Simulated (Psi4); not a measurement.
# MP2/def2-TZVP (density fitting, core potential, density fitting for correlation, sweep point 3) run of SnH3F (SnFH3)

Aim: the vertical singlet–triplet gap of SnH3F (SnFH3) at MP2/def2-TZVP (density fitting, core potential, density fitting for correlation, sweep point 3), from 2 runs. 

The results are computed with Psi4 1.11.

**1. The molecule**

SnH3F: 5 atoms, total charge 0, spin state singlet. SMILES: `[H][Sn]([H])([H])[F]`. Geometry: a GFN2-xTB relaxation, a rough one for these elements and not checked as a minimum.

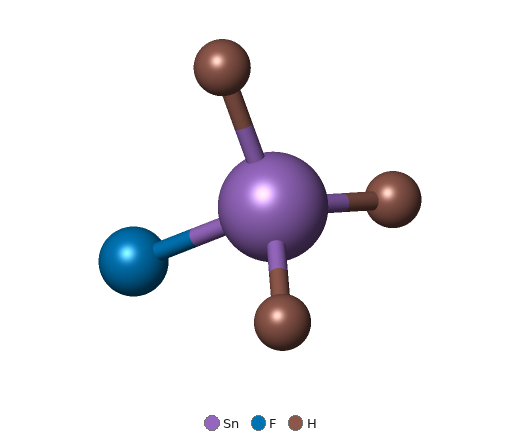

The structure, seen from a chosen angle (tin purple, fluorine blue, hydrogen brown).

**2. The energy at MP2/def2-TZVP (density fitting, core potential, density fitting for correlation, sweep point 3)**

File input.dat:

```
memory 1600 MB

molecule system {
  0 1
  Sn    -0.00489439     0.00457314    -0.31545198
  F      0.02218538    -0.03641502     3.32089131
  H      3.05990123     0.02073030    -1.01701281
  H     -1.54532354     2.66160366    -0.96844684
  H     -1.53186869    -2.65049207    -1.01997968
  units au
  symmetry c1
}

set reference rhf
set puream true
set scf_type df
set num_frozen_docc 5

e, wfn = energy('mp2/def2-TZVP', return_wfn=True)
```

Started as:

```console
$ psi4 -i input.dat -o output.dat -n 1
```

output.dat:

```text
[...]
    !!!  WARNING: ECP capability is in beta. Please check occupations closely.  !!!
[...]
  Running in c1 symmetry.
[...]
  Nuclear repulsion =   81.108187424715297
[...]
  Multiplicity = 1
[...]
  Nalpha       = 17
  Nbeta        = 17
[...]
    Number of basis functions: 99
[...]
 WARNING: Atomic UHF is not converging! Try casting from a smaller basis or call Rob at CCMST.
   -------------------------
[...]
   @DF-RHF iter   1:  -314.50229538211670   -1.89611e+00   5.09821e-03 ADIIS/DIIS
[...]
   @DF-RHF iter  11:  -314.58570760654459   -1.76215e-12   1.87976e-09 DIIS
[...]
    Orbital Energies [Eh]
    ---------------------
    Doubly Occupied:
       1A    -26.219170     2A     -5.885728     3A     -4.077391
       4A     -4.074665     5A     -4.074654     6A     -1.509979
       7A     -1.345468     8A     -1.345451     9A     -1.339427
      10A     -1.339405    11A     -1.334083    12A     -0.708972
      13A     -0.591397    14A     -0.591386    15A     -0.564811
      16A     -0.471143    17A     -0.470669
[...]
  @DF-RHF Final Energy:  -314.58570760654459
   => Energetics <=
    Nuclear Repulsion Energy =             81.1081874247152967
    One-Electron Energy =                -679.5001943184527136
    Two-Electron Energy =                 283.8062992871928145
    Total Energy =                       -314.5857076065445881
[...]
 Multipole Moments:
 ------------------------------------------------------------------------------------
     Multipole            Electronic (a.u.)      Nuclear  (a.u.)        Total (a.u.)
 ------------------------------------------------------------------------------------
 L = 1.  Multiply by 2.5417464519 to convert [e a0] to [Debye]
 Dipole X            :         -0.1325535            0.1184903           -0.0140632
 Dipole Y            :          0.1851945           -0.1685951            0.0165993
 Dipole Z            :        -15.9131718           14.6148905           -1.2982813
 Magnitude           :                                                    1.2984636
[...]
```

Run time: 3.9 s. Hardware: 1 thread of Intel Xeon Platinum 8259CL at 2.50GHz (Skylake/Cascade Lake), shared host; peak memory 0.22 GiB.

**3. The triplet, same level**

File calc.in:

```
memory 1600 MB

molecule m {
  0 3
  Sn    -0.00489439     0.00457314    -0.31545198
  F      0.02218538    -0.03641502     3.32089131
  H      3.05990123     0.02073030    -1.01701281
  H     -1.54532354     2.66160366    -0.96844684
  H     -1.53186869    -2.65049207    -1.01997968
  units bohr
  symmetry c1
}

set {
  basis           def2-TZVP
  reference       uhf
  puream          true
  scf_type        df
  num_frozen_docc 5
  maxiter         150
}

E, wfn = energy('mp2', return_wfn=True)
```

Started as:

```console
$ psi4 calc.in calc.out -n 1
```

calc.out:

```text
[...]
    !!!  WARNING: ECP capability is in beta. Please check occupations closely.  !!!
[...]
  Running in c1 symmetry.
[...]
  Nuclear repulsion =   81.108187424715297
[...]
  Multiplicity = 3
[...]
  Nalpha       = 18
  Nbeta        = 16
[...]
    Number of basis functions: 99
[...]
 WARNING: Atomic UHF is not converging! Try casting from a smaller basis or call Rob at CCMST.
   -------------------------
[...]
   @DF-UHF iter   1:  -314.15942915053233   -1.55325e+00   5.86253e-03 ADIIS/DIIS
[...]
   @DF-UHF iter  24:  -314.32493886321879   -2.64322e-11   7.23558e-09 DIIS
[...]
   @S^2 Observed:                2.014114972E+00
[...]
    Orbital Energies [Eh]
    ---------------------
    Alpha Occupied:
       1A    -26.240510     2A     -5.910059     3A     -4.109472
       4A     -4.095852     5A     -4.094185     6A     -1.532441
       7A     -1.383606     8A     -1.372960     9A     -1.367716
      10A     -1.355382    11A     -1.352415    12A     -0.803646
      13A     -0.651135    14A     -0.610589    15A     -0.606441
      16A     -0.566112    17A     -0.493259    18A     -0.190349
    Alpha Virtual:
      19A      0.078986    20A      0.094245    21A      0.101986
      22A      0.168944    23A      0.174025    24A      0.215436
      25A      0.230910    26A      0.272329    27A      0.290169
[...]
  @DF-UHF Final Energy:  -314.32493886321879
   => Energetics <=
    Nuclear Repulsion Energy =             81.1081874247152967
    One-Electron Energy =                -678.5076766767533627
    Two-Electron Energy =                 283.0745503888192616
    Total Energy =                       -314.3249388632187902
  UHF NO Occupations:
  HONO-2 :   16  A 1.9955805
  HONO-1 :   17  A 1.0000000
[...]
 Multipole Moments:
 ------------------------------------------------------------------------------------
     Multipole            Electronic (a.u.)      Nuclear  (a.u.)        Total (a.u.)
 ------------------------------------------------------------------------------------
 L = 1.  Multiply by 2.5417464519 to convert [e a0] to [Debye]
 Dipole X            :          0.7058977            0.1184903            0.8243880
 Dipole Y            :          0.1811298           -0.1685951            0.0125347
 Dipole Z            :        -15.2727042           14.6148905           -0.6578137
 Magnitude           :                                                    1.0547472
[...]
```

Run time: 4.2 s. Hardware: 1 thread of Intel Xeon Platinum 8259CL at 2.50GHz (Skylake/Cascade Lake), shared host; peak memory 0.23 GiB.

**4. What came out**

At MP2/def2-TZVP (density fitting, core potential, density fitting for correlation, sweep point 3), 5 core orbitals frozen:

```
                                                           quantity          value
                                              singlet: total energy  -315.16473 Eh
                       singlet: HOMO energy (Hartree–Fock orbitals)      -12.81 eV
                       singlet: LUMO energy (Hartree–Fock orbitals)        1.65 eV
                     singlet: HOMO–LUMO gap (Hartree–Fock orbitals)       14.46 eV
               singlet: correlation energy (5 core orbitals frozen)     -579.0 mEh
                                              triplet: total energy  -314.89827 Eh
triplet: HOMO energy (Hartree–Fock orbitals) (highest over α and β)       -5.18 eV
 triplet: LUMO energy (Hartree–Fock orbitals) (lowest over α and β)       -3.96 eV
               triplet: correlation energy (5 core orbitals frozen)     -573.3 mEh
                         triplet: ⟨S²⟩ of the reference determinant          2.014
                   vertical energy of the triplet above the singlet       7.251 eV
```

**Reading.** At this shape the triplet lies 7.25 eV (700 kJ/mol) above the singlet.
